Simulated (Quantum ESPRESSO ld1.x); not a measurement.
Mg²⁺ (Z = 12, 10 electrons) in the configuration [Ne]. Method: scalar-relativistic Kohn-Sham, PBEsol, spin-unpolarised, spherical densities, point nucleus; computed with Quantum ESPRESSO ld1.x 7.5.

```
 &input
    zed=12.0,
    iswitch=1,
    rel=1,
    dft='PBESOL',
    config='[Ne]',
    prefix='ld1',
    max_out_wfc=37,
    file_charge='ld1.rho',
 /
```

Run as:
```bash
OMP_NUM_THREADS=1 ld1.x < ld1.in > ld1.out
```

Wanted: the electron density ρ(r) on a logarithmic scale.

The density falls from 1000 electrons/bohr³ at the inner end (r = 0.0042 bohr) to 0.001 at r = 2.21 bohr, a common measure of the size of an atom or ion. The steps in the slope mark the shells; the radial density has its minima at 0.24 bohr.

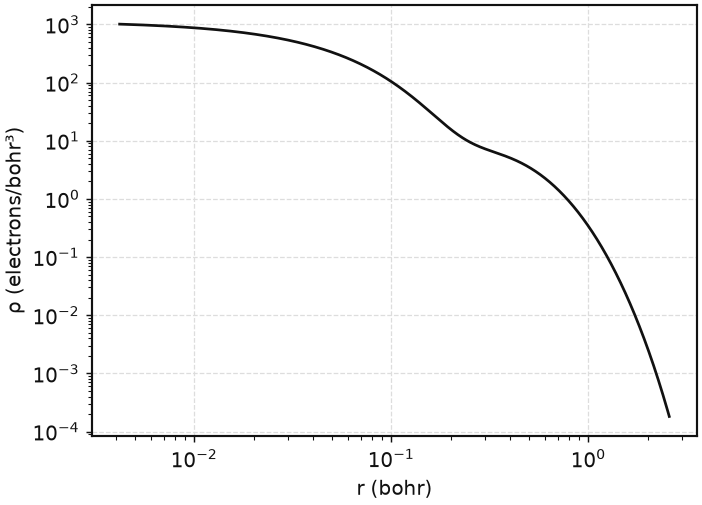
